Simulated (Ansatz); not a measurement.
**C3H6BN: shape, modes and thermochemistry**

The task is to find a stationary geometry of C3H6BN, then compute its harmonic vibrations to see whether it is a minimum and to get the zero-point energy and entropy, and look at its orbitals and charge.

Computed with Ansatz 0.2.0, Gaussian basis. Level: RKS PBE0-D4/def2-TZVP.

The runs, in order: relaxation at PBE-D4/def2-SVP; relaxation at PBE0-D4/def2-TZVP; harmonic vibrations at the same level; a single point in def2-TZVPP for the fields.

## (1) Starting geometry

SMILES `C=C1CBN1`, 11 atoms, charge 0, spin multiplicity 1.

Atoms are counted from 1 here; the program's logs count them from 0.

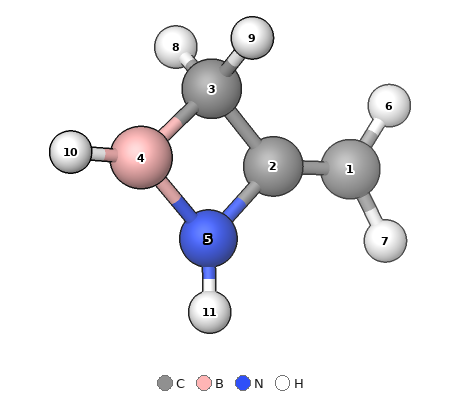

As it starts; carbon grey, boron pink, nitrogen blue, hydrogen white; atoms are numbered from 1 in the order of the file.

Geometry (Å):

```mol
C3H6BN
  3D, bonds by distance, orders not assigned

 11 11  0  0  0  0  0  0  0  0999 V2000
   -1.3660    1.1044    0.2640 C   0  0
   -0.4031    0.3343   -0.0104 C   0  0
    0.3879   -0.5947    0.7590 C   0  0
    1.3319   -0.9816   -0.4280 B   0  0
    0.3733   -0.0098   -1.2186 N   0  0
   -1.8125    1.2321    1.2546 H   0  0
   -1.8203    1.7493   -0.5346 H   0  0
   -0.1394   -1.4277    1.1597 H   0  0
    1.0222   -0.0560    1.5912 H   0  0
    2.1639   -1.7125   -0.6397 H   0  0
    0.3274    0.3053   -2.1766 H   0  0
  1  2  8  0
  2  3  8  0
  3  4  8  0
  4  5  8  0
  1  6  8  0
  1  7  8  0
  3  8  8  0
  3  9  8  0
  4 10  8  0
  5 11  8  0
  2  5  8  0
M  END
```

The start is a force-field geometry with small random shifts, so a cheaper pass at PBE-D4/def2-SVP comes first.

## (2) Optimising with PBE-D4/def2-SVP (cheap first pass)

in.yaml reads:

```yaml
crystal:
  periodic: [false, false, false]
  atoms:
    - {symbol: C, position_ang: [-1.366000, 1.104400, 0.264000]}
    - {symbol: C, position_ang: [-0.403100, 0.334300, -0.010400]}
    - {symbol: C, position_ang: [0.387900, -0.594700, 0.759000]}
    - {symbol: B, position_ang: [1.331900, -0.981600, -0.428000]}
    - {symbol: N, position_ang: [0.373300, -0.009800, -1.218600]}
    - {symbol: H, position_ang: [-1.812500, 1.232100, 1.254600]}
    - {symbol: H, position_ang: [-1.820300, 1.749300, -0.534600]}
    - {symbol: H, position_ang: [-0.139400, -1.427700, 1.159700]}
    - {symbol: H, position_ang: [1.022200, -0.056000, 1.591200]}
    - {symbol: H, position_ang: [2.163900, -1.712500, -0.639700]}
    - {symbol: H, position_ang: [0.327400, 0.305300, -2.176600]}
basis:
  gaussian: {orbitals: def2-SVP}
hamiltonian: {xc: pbe, dispersion: d4}
relax: {f_tol: 0.03, max_steps: 200}
```

The run is started by

```sh
ansatz run in.yaml --threads 2 --pin off --events-out ev --progress --plain --max-ram 4352MiB
```

What it wrote (excerpt; [...] marks lines left out):

```text
Functional definition: PBE
  name "PBE"
  cite "Perdew, Burke & Ernzerhof, Phys. Rev. Lett. 77, 3865 (1996) doi:10.1103/PhysRevLett.77.3865"
  parent pbe
[...]
1148 factors; their error is unknown
[...]
mean field -5362.41395884 eV, -197.0650782125 hartree, gradient 3.3e-5 eV, S^2 0.000000; 0 other end points of the search recorded, 0 dependent functions left out
[...]
reference -5362.41399346 eV, -197.0650794847 hartree; 18, 18 occupied and 82, 82 virtual orbitals, 1148 factors
relax step   1: F+E_penalty+E_count = -5362.62174082 eV  Δ(F+E_penalty+E_count) = +0.000e0 eV  max|allowed force component| = 4.840e0 eV/Å  Δτ_max = 0.0000 Å  (30 SCF iters, accepted)
[...]
relax step   6: F+E_penalty+E_count = -5363.86145317 eV  Δ(F+E_penalty+E_count) = -1.758e-4 eV  max|allowed force component| = 3.240e-2 eV/Å  Δτ_max = 0.0062 Å  (34 SCF iters, accepted)
[...]
relax step   7: F+E_penalty+E_count = -5363.86162326 eV  Δ(F+E_penalty+E_count) = -1.701e-4 eV  max|allowed force component| = 9.602e-3 eV/Å  Δτ_max = 0.0062 Å  (33 SCF iters, accepted)
1148 factors; their error is unknown
[...]
mean field -5363.65568359 eV, -197.1107107554 hartree, gradient 1.1e-5 eV, S^2 0.000000; 1 other end points of the search recorded, 0 dependent functions left out
[...]
reference -5363.65571852 eV, -197.1107120394 hartree; 18, 18 occupied and 82, 82 virtual orbitals, 1148 factors
Total energy: -5363.86165820 eV, -197.1182801828 hartree
Atom 0 at    -1.377831     1.146743     0.172036 Å, force    -0.000354    -0.000274    -0.000537 eV/Å
Atom 1 at    -0.347248     0.300719     0.000677 Å, force     0.005188    -0.001971    -0.004634 eV/Å
Atom 2 at     0.457197    -0.644762     0.899855 Å, force    -0.004709     0.001611     0.006688 eV/Å
Atom 3 at     1.244585    -0.946614    -0.471526 Å, force     0.008757    -0.009602     0.005104 eV/Å
Atom 4 at     0.401802    -0.027939    -1.157014 Å, force    -0.004868     0.004150     0.001143 eV/Å
Atom 5 at    -1.831859     1.265454     1.165282 Å, force    -0.000291     0.000383    -0.000247 eV/Å
Atom 6 at    -1.788918     1.734238    -0.663113 Å, force    -0.000975     0.000572     0.000464 eV/Å
Atom 7 at    -0.137281    -1.469717     1.343381 Å, force    -0.000286    -0.000536     0.000024 eV/Å
Atom 8 at     1.015823    -0.137672     1.713136 Å, force     0.000512     0.000701    -0.000043 eV/Å
Atom 9 at     2.159985    -1.624674    -0.883187 Å, force    -0.001805     0.002615    -0.004017 eV/Å
Atom 10 at     0.269045     0.347326    -2.098927 Å, force    -0.001169     0.002350    -0.003945 eV/Å
Dipole moment:    -0.050418     0.092481    -0.177033 e Å
```

It took 11 s on 2 threads of AMD EPYC 9B14, shared host.

Relaxation path:

| step | energy from step 1 (eV) | largest force component (eV/Å) |
| --- | --- | --- |
| 1 | 0.0000 | 4.8404 |
| 2 | -1.0572 | 1.8325 |
| 3 | -1.1649 | 1.1830 |
| 4 | -1.2360 | 0.2400 |
| 5 | -1.2395 | 0.0402 |
| 6 | -1.2397 | 0.0324 |
| 7 | -1.2399 | 0.0096 |

Distances of close pairs at the start and the end, largest changes first:

| bond | before (Å) | after (Å) | change (Å) |
| --- | --- | --- | --- |
| B4–N5 | 1.577 | 1.423 | -0.155 |
| C2–C3 | 1.442 | 1.533 | +0.090 |
| B4–H10 | 1.127 | 1.211 | +0.084 |
| C1–C2 | 1.263 | 1.344 | +0.081 |
| C3–H9 | 1.177 | 1.109 | -0.068 |
| C2–N5 | 1.477 | 1.418 | -0.059 |
| C3–H8 | 1.064 | 1.109 | +0.045 |
| C3–B4 | 1.565 | 1.610 | +0.045 |

## (3) Relaxation at PBE0-D4/def2-TZVP

in.yaml reads:

```yaml
crystal:
  periodic: [false, false, false]
  atoms:
    - {symbol: C, position_ang: [-1.377831, 1.146743, 0.172036]}
    - {symbol: C, position_ang: [-0.347248, 0.300719, 0.000677]}
    - {symbol: C, position_ang: [0.457197, -0.644762, 0.899855]}
    - {symbol: B, position_ang: [1.244585, -0.946614, -0.471526]}
    - {symbol: N, position_ang: [0.401802, -0.027939, -1.157014]}
    - {symbol: H, position_ang: [-1.831859, 1.265454, 1.165282]}
    - {symbol: H, position_ang: [-1.788918, 1.734238, -0.663113]}
    - {symbol: H, position_ang: [-0.137281, -1.469717, 1.343381]}
    - {symbol: H, position_ang: [1.015823, -0.137672, 1.713136]}
    - {symbol: H, position_ang: [2.159985, -1.624674, -0.883187]}
    - {symbol: H, position_ang: [0.269045, 0.347326, -2.098927]}
basis:
  gaussian: {orbitals: def2-TZVP}
hamiltonian: {xc: pbe0, dispersion: d4}
relax: {f_tol: 0.005, max_steps: 150}
```

The command is unchanged.

What it wrote (excerpt; [...] marks lines left out):

```text
Functional definition: PBE0
  name "PBE0"
  cite "Adamo & Barone, J. Chem. Phys. 110, 6158 (1999) doi:10.1063/1.478522"
  cite "Perdew, Burke & Ernzerhof, Phys. Rev. Lett. 77, 3865 (1996) doi:10.1103/PhysRevLett.77.3865"
  parent pbe
[...]
1128 factors; their error is unknown
[...]
mean field -5370.04685122 eV, -197.3455818339 hartree, gradient 3.2e-5 eV, S^2 0.000000; 0 other end points of the search recorded, 0 dependent functions left out
[...]
reference -5370.04688409 eV, -197.3455830418 hartree; 18, 18 occupied and 173, 173 virtual orbitals, 1128 factors
relax step   1: F+E_penalty+E_count = -5370.21852032 eV  Δ(F+E_penalty+E_count) = +0.000e0 eV  max|allowed force component| = 6.213e-1 eV/Å  Δτ_max = 0.0000 Å  (29 SCF iters, accepted)
[...]
Atom 1 at    -0.345935     0.299956     0.000537 Å, force     0.002078    -0.002659     0.002246 eV/Å
Atom 2 at     0.452135    -0.638674     0.893873 Å, force    -0.003084     0.003043    -0.001127 eV/Å
Atom 3 at     1.232314    -0.937322    -0.468030 Å, force     0.000987    -0.000730    -0.000468 eV/Å
Atom 4 at     0.398131    -0.026902    -1.146945 Å, force    -0.000241     0.000702    -0.001445 eV/Å
Atom 5 at    -1.808884     1.249353     1.148955 Å, force    -0.000098    -0.000041     0.000239 eV/Å
Atom 6 at    -1.769164     1.712843    -0.649299 Å, force     0.000041    -0.000054    -0.000362 eV/Å
Atom 7 at    -0.135993    -1.449630     1.328021 Å, force     0.000153    -0.000086     0.000330 eV/Å
Atom 8 at     1.001937    -0.135803     1.691910 Å, force     0.000137    -0.000299     0.000266 eV/Å
Atom 9 at     2.132081    -1.604405    -0.873227 Å, force    -0.000173     0.000096     0.000085 eV/Å
Atom 10 at     0.270844     0.340557    -2.076094 Å, force    -0.000057     0.000129    -0.000110 eV/Å
Dipole moment:    -0.005876     0.053215    -0.173830 e Å
```

It took 23 s on 2 threads of AMD EPYC 9B14, shared host.

Relaxation path:

| step | energy from step 1 (eV) | largest force component (eV/Å) |
| --- | --- | --- |
| 1 | 0.0000 | 0.6213 |
| 2 | -0.0484 | 0.1469 |
| 3 | -0.0523 | 0.0265 |
| 4 | -0.0523 | 0.0091 |
| 5 | -0.0523 | 0.0057 |
| 6 | -0.0523 | 0.0031 |

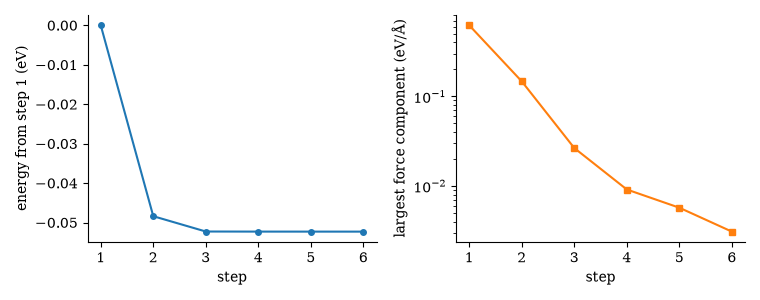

Energy and force, step by step.

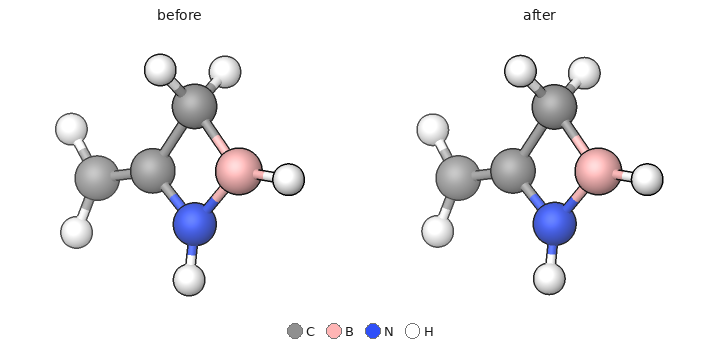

The geometry before (left) and after (right).

Distances of close pairs at the start and the end, largest changes first:

| bond | before (Å) | after (Å) | change (Å) |
| --- | --- | --- | --- |
| B4–H10 | 1.211 | 1.191 | -0.020 |
| C1–C2 | 1.344 | 1.325 | -0.019 |
| C3–H8 | 1.109 | 1.092 | -0.018 |
| C3–H9 | 1.109 | 1.092 | -0.018 |
| C1–H6 | 1.099 | 1.082 | -0.017 |
| C1–H7 | 1.101 | 1.084 | -0.017 |
| N5–H11 | 1.023 | 1.007 | -0.015 |
| B4–N5 | 1.423 | 1.409 | -0.014 |

Mulliken charges at the end point, from the run's report:

| atom | value (e) |
| --- | --- |
| C1 | -0.34 |
| C2 | 0.14 |
| C3 | -0.35 |
| B4 | 0.18 |
| N5 | -0.35 |
| H6 | 0.13 |
| H7 | 0.12 |
| H8 | 0.12 |
| H9 | 0.12 |
| H10 | 0.02 |
| H11 | 0.21 |

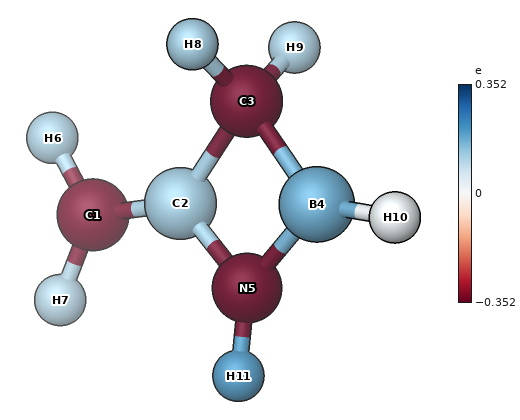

Mulliken charges at the end point, from the run's report, as colours on the atoms.

## (4) Vibrations by finite differences

in.yaml reads:

```yaml
crystal:
  periodic: [false, false, false]
  atoms:
    - {symbol: C, position_ang: [-1.362168, 1.133127, 0.170901]}
    - {symbol: C, position_ang: [-0.345935, 0.299956, 0.000537]}
    - {symbol: C, position_ang: [0.452135, -0.638674, 0.893873]}
    - {symbol: B, position_ang: [1.232314, -0.937322, -0.468030]}
    - {symbol: N, position_ang: [0.398131, -0.026902, -1.146945]}
    - {symbol: H, position_ang: [-1.808884, 1.249353, 1.148955]}
    - {symbol: H, position_ang: [-1.769164, 1.712843, -0.649299]}
    - {symbol: H, position_ang: [-0.135993, -1.449630, 1.328021]}
    - {symbol: H, position_ang: [1.001937, -0.135803, 1.691910]}
    - {symbol: H, position_ang: [2.132081, -1.604405, -0.873227]}
    - {symbol: H, position_ang: [0.270844, 0.340557, -2.076094]}
basis:
  gaussian: {orbitals: def2-TZVP}
hamiltonian: {xc: pbe0, dispersion: d4}
phonons: {temperatures: {t_min: 298.15, t_max: 900, t_step: 200}}
```

Launched as before.

What it wrote (excerpt; [...] marks lines left out):

```text
Functional definition: PBE0
  name "PBE0"
  cite "Adamo & Barone, J. Chem. Phys. 110, 6158 (1999) doi:10.1063/1.478522"
  cite "Perdew, Burke & Ernzerhof, Phys. Rev. Lett. 77, 3865 (1996) doi:10.1103/PhysRevLett.77.3865"
  parent pbe
[...]
1128 factors; their error is unknown
[...]
mean field -5370.09834310 eV, -197.3474741256 hartree, gradient 2.9e-5 eV, S^2 0.000000; 0 other end points of the search recorded, 0 dependent functions left out
[...]
reference -5370.09837575 eV, -197.3474753253 hartree; 18, 18 occupied and 173, 173 virtual orbitals, 1128 factors
[...]
1128 factors; their error is unknown
mean field -5370.09815576 eV, -197.3474672408 hartree, gradient 1.6e-6 eV, S^2 0.000000; 0 other end points of the search recorded, 0 dependent functions left out
[...]
reference -5370.09818840 eV, -197.3474684404 hartree; 18, 18 occupied and 173, 173 virtual orbitals, 1128 factors
[...]
Atom 4 at     0.398131    -0.026902    -1.146945 Å, force    -0.000241     0.000687    -0.001391 eV/Å
Atom 5 at    -1.808884     1.249353     1.148955 Å, force    -0.000097    -0.000041     0.000235 eV/Å
Atom 6 at    -1.769164     1.712843    -0.649299 Å, force     0.000036    -0.000050    -0.000367 eV/Å
Atom 7 at    -0.135993    -1.449630     1.328021 Å, force     0.000137    -0.000110     0.000346 eV/Å
Atom 8 at     1.001937    -0.135803     1.691910 Å, force     0.000142    -0.000296     0.000279 eV/Å
Atom 9 at     2.132081    -1.604405    -0.873227 Å, force    -0.000172     0.000096     0.000085 eV/Å
Atom 10 at     0.270844     0.340557    -2.076094 Å, force    -0.000059     0.000138    -0.000134 eV/Å
Dipole moment:    -0.005876     0.053214    -0.173829 e Å
Vibrations: 170.75 368.34 451.53 592.93 708.02 725.80 770.35 811.02 836.95 893.78 947.37 957.04 1026.42 1091.27 1133.15 1161.80 1293.45 1389.11 1424.08 1440.14 1758.19 2675.13 3087.07 3135.05 3170.14 3263.48 3637.19 cm⁻¹, zero-point energy 2.412705 eV
```

Run time: 2.5 min. Hardware: 2 threads of AMD EPYC 9B14, shared host.

Motions are named by where the mode's potential energy lies. The modes, unscaled (a negative number is an imaginary wavenumber):

| mode | cm⁻¹ | motion |
| --- | --- | --- |
| 1 | 171 | torsion |
| 2 | 368 | bend |
| 3 | 452 | torsion |
| 4 | 593 | torsion |
| 5 | 708 | bend with C–C stretch |
| 6 | 726 | torsion |
| 7 | 770 | torsion |
| 8 | 811 | bend with B–C stretch |
| 9 | 837 | torsion with out-of-plane bend |
| 10 | 894 | bend |
| 11 | 947 | torsion |
| 12 | 957 | bend with C–N stretch |
| 13 | 1026 | bend with B–C stretch |
| 14 | 1091 | torsion with bend |
| 15 | 1133 | bend |
| 16 | 1162 | bend |
| 17 | 1293 | bend |
| 18 | 1389 | bend with B–N stretch |
| 19 | 1424 | bend |
| 20 | 1440 | bend |
| 21 | 1758 | C–C stretch |
| 22 | 2675 | B–H stretch |
| 23 | 3087 | C–H stretch |
| 24 | 3135 | C–H stretch |
| 25 | 3170 | C–H stretch |
| 26 | 3263 | C–H stretch |
| 27 | 3637 | N–H stretch |

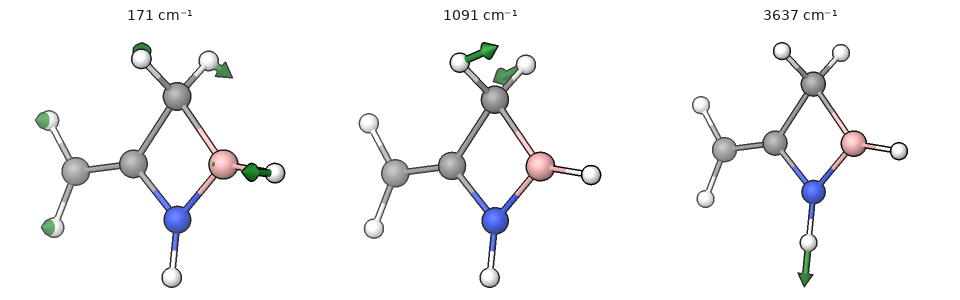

Displacements of 3 modes, as arrows.

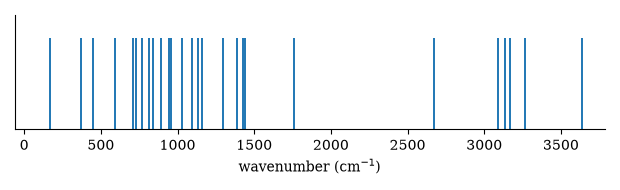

The harmonic wavenumbers as sticks (no intensities were computed).

From these modes and the moments of inertia (298.15 K, 1 bar, symmetry number 1):

| term | value |
| --- | --- |
| zero-point energy | 232.8 kJ/mol |
| H(298) − E | 248.2 kJ/mol |
| entropy, translation | 161.3 J/(mol K) |
| entropy, rotation | 103.6 J/(mol K) |
| entropy, vibration | 27.8 J/(mol K) |
| entropy, total | 292.8 J/(mol K) |

## (5) Fields at the relaxed geometry

in.yaml, as its differences from that of step 4:

```diff
@@ -15,4 +15,4 @@
 basis:
-  gaussian: {orbitals: def2-TZVP}
+  gaussian: {orbitals: def2-TZVPP}
 hamiltonian: {xc: pbe0, dispersion: d4}
-phonons: {temperatures: {t_min: 298.15, t_max: 900, t_step: 200}}
+output: {orbitals: {seedname: orbitals}}
```

Same command.

What it wrote:

```text
Functional definition: PBE0
  name "PBE0"
  cite "Adamo & Barone, J. Chem. Phys. 110, 6158 (1999) doi:10.1063/1.478522"
  cite "Perdew, Burke & Ernzerhof, Phys. Rev. Lett. 77, 3865 (1996) doi:10.1103/PhysRevLett.77.3865"
  parent pbe
  parameter a = 0.25
  parameter kappa = 0.804
  parameter beta = 0.06672455060314922
  exchange = (1 - a)*pbe_x(kappa = kappa, mu = beta*pi^2/3) + a*exact_x
  correlation = pbe_c(beta = beta)
1218 factors; their error is unknown
mean field evaluation 1: about -5360.3435 eV, gradient 6.6e1 eV
mean field evaluation 2: about -5354.5366 eV, gradient 8.1e1 eV
mean field evaluation 4: about -5370.0919 eV, gradient 5.6e0 eV
mean field evaluation 8: about -5370.1629 eV, gradient 1.5e-1 eV
mean field evaluation 16: about -5370.1623 eV, gradient 1.4e-4 eV
mean field -5370.16228651 eV, -197.3498240023 hartree, gradient 2.1e-5 eV, S^2 0.000000; 0 other end points of the search recorded, 0 dependent functions left out
reference -5370.16231971 eV, -197.3498252226 hartree; 18, 18 occupied and 221, 221 virtual orbitals, 1218 factors
Total energy: -5370.33480210 eV, -197.3561638334 hartree
```

Wall time 2.7 s (2 threads of AMD EPYC 9B14, shared host).

Orbitals, density, ELF and potential are computed afterwards from the orbital file.

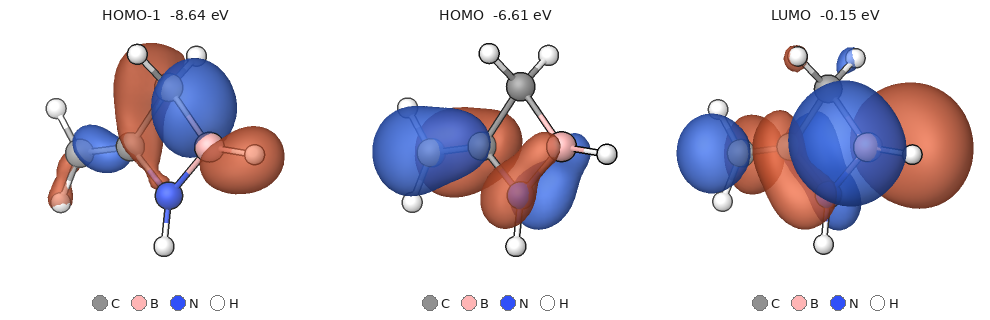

Frontier orbitals at PBE0-D4/def2-TZVPP; each surface holds 70 % of the orbital's density, blue and red mark the sign.

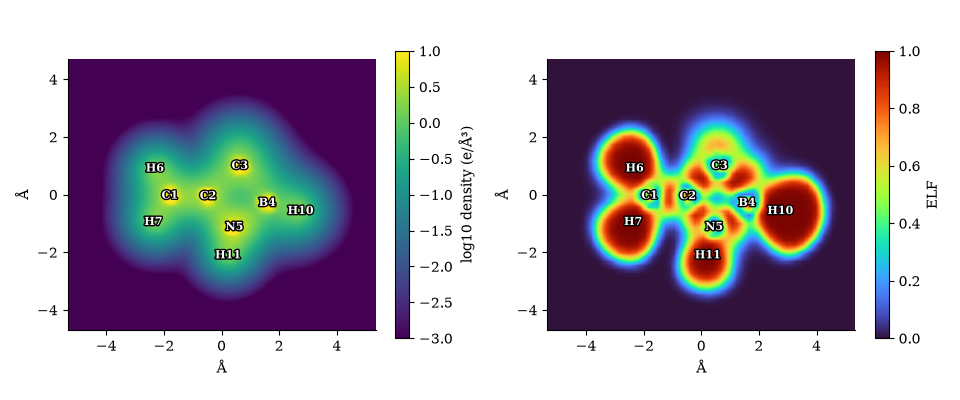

Density (left) and ELF (right) in a plane through or near 9 of the atoms.

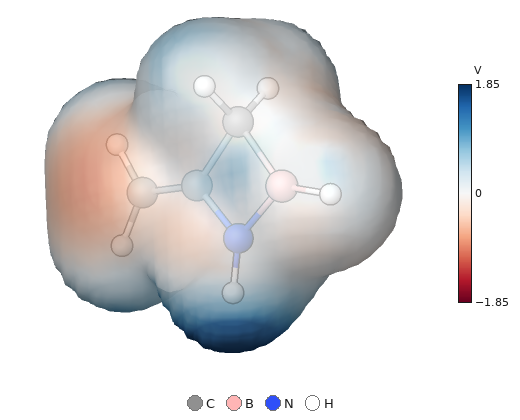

Electrostatic potential on the surface of density 0.002 e/bohr³; red is low, blue high. It runs from -0.83 V near C1 to 1.85 V near H11.

## (6) What came out

| quantity | value |
| --- | --- |
| point group | Cs |
| steps | 7 + 6 |
| shift from the start (rms) | 0.139 Å |
| total energy | -5370.2709 eV |
| dispersion term | -172 meV |
| dipole moment | 0.87 D |
| lowest, highest wavenumber | 171, 3637 cm⁻¹ |
| zero-point energy | 232.8 kJ/mol |
| entropy at 298.15 K | 292.8 J/(mol K) |
| HOMO, LUMO | -6.61, -0.15 eV |

In words: The atoms moved 0.14 Å (rms) from the start; the bond that changed most is B4–N5, from 1.577 to 1.409 Å. All wavenumbers are real, so the end point is a minimum. The stiffest mode, 3637 cm⁻¹, is an N–H stretch. Harmonic hybrid wavenumbers usually lie a few per cent above measured fundamentals. The largest Mulliken charge, -0.35 e, sits on C3. The HOMO lies mostly on C1 39 %; C2 21 % and the LUMO on B4 42 %; H10 20 %.
